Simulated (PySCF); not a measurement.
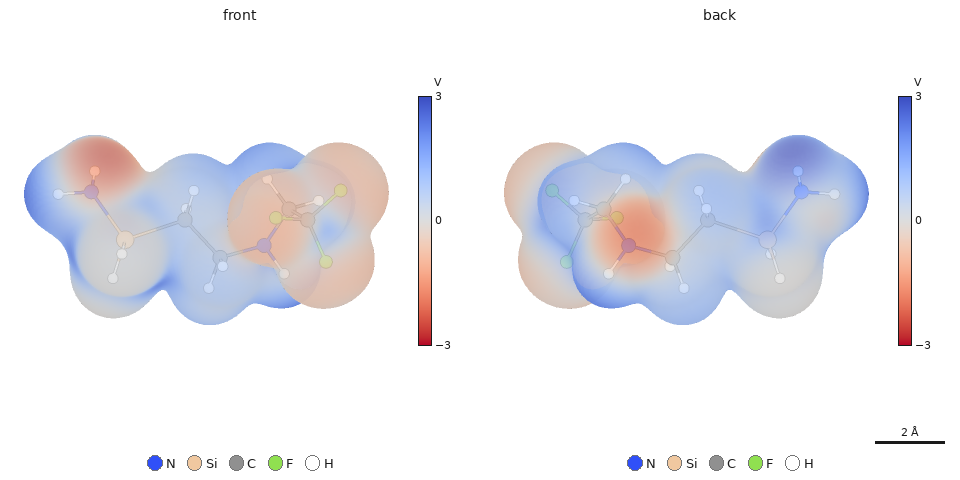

C4H11F3N2Si (SMILES N[SiH2]CCNCC(F)(F)F). The electrostatic potential painted on the density surface at 0.004 e/bohr³, seen from the front and from behind; red is negative and blue positive.

Geometry: GFN2-xTB.

The calculation used PBE0/pcSseg-1, SCF density, gas phase, non-relativistic in PySCF 2.14.0.

```xyz
21

N     3.5297   -0.2179    1.2236
Si    2.5118    0.7474    0.2248
C     0.9494   -0.2981   -0.0524
C    -0.1133    0.4686   -0.8226
N    -1.2021   -0.4030   -1.2608
C    -2.0458   -0.9466   -0.2329
C    -2.9372    0.0736    0.4940
F    -3.4966    0.9468   -0.3605
F    -2.2850    0.8027    1.4114
F    -3.9487   -0.5290    1.1428
H     4.4026    0.1688    1.5419
H     3.6482   -1.1957    1.0126
H     3.0623    1.1215   -1.0911
H     2.2399    1.9577    1.0004
H     0.5556   -0.6088    0.9151
H     1.1833   -1.2063   -0.6092
H    -0.4656    1.3165   -0.2178
H     0.3250    0.8756   -1.7364
H    -1.7657    0.0708   -1.9592
H    -2.7217   -1.6807   -0.6819
H    -1.4349   -1.4468    0.5218
```

> Which sites attract a positive test charge, and which a negative one?

A positive charge is drawn to the negative regions and a negative charge to the positive ones. The most negative region (about −1.6 V) lies over N1 and N5, the most positive (about +2.1 V) over H11 and H12.

> How polar is the molecule by this calculation?

Its dipole moment is 2.52 D.
